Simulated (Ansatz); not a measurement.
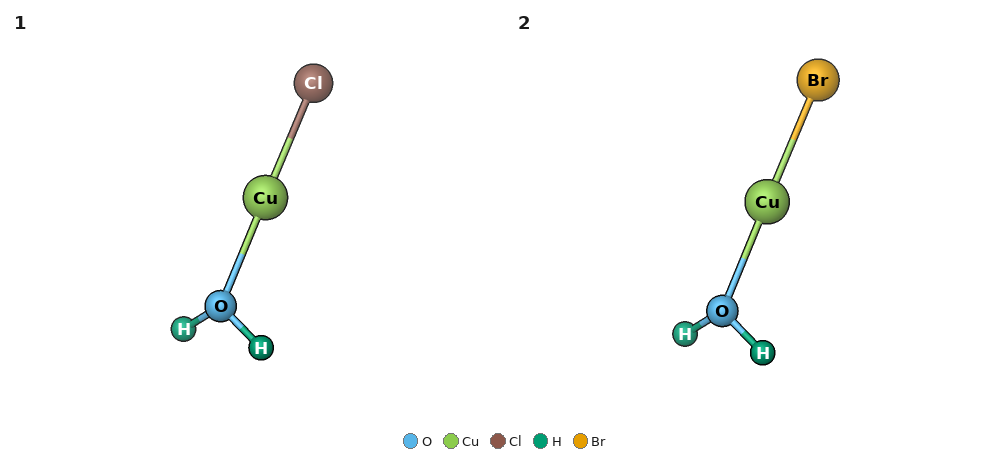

2 molecules with one skeleton, seen from the same side and at one scale. Charge 0, singlet. Computed geometries: PBE0-D4/def2-TZVP optimisations, one conformation each. Properties computed with Ansatz 0.2.0.

One atom differs, called X below: Cl in panel 1, Br in panel 2. Their formulas are ClCuH2O (`[OH2+][Cu-][Cl]`), BrCuH2O (`[OH2+][Cu-][Br]`).

In which is the length of X–Cu larger (PBE0-D4/def2-TZVP)?

Answer. In panel 2 (X = Br).

In which is the HOMO–LUMO gap larger (PBE0-D4/def2-TZVPP)?

Answer. In panel 1 (X = Cl).

Give the values. With PBE0-D4/def2-TZVP: length of X–Cu (Å), angle O–Cu–X (°). With PBE0-D4/def2-TZVPP: HOMO energy (Kohn–Sham orbital) (eV), HOMO–LUMO gap (eV). With B3LYP-D4/def2-TZVPP: dipole moment (D).

```
                            quantity  1 (Cl)  2 (Br)   2 − 1
                  length of X–Cu (Å)   2.072   2.204  +0.132
                    angle O–Cu–X (°)   179.4   179.2    −0.2
HOMO energy (Kohn–Sham orbital) (eV)   −6.70   −6.51   +0.19
                  HOMO–LUMO gap (eV)    5.38    5.14   −0.24
                   dipole moment (D)    8.20    8.29   +0.09
```
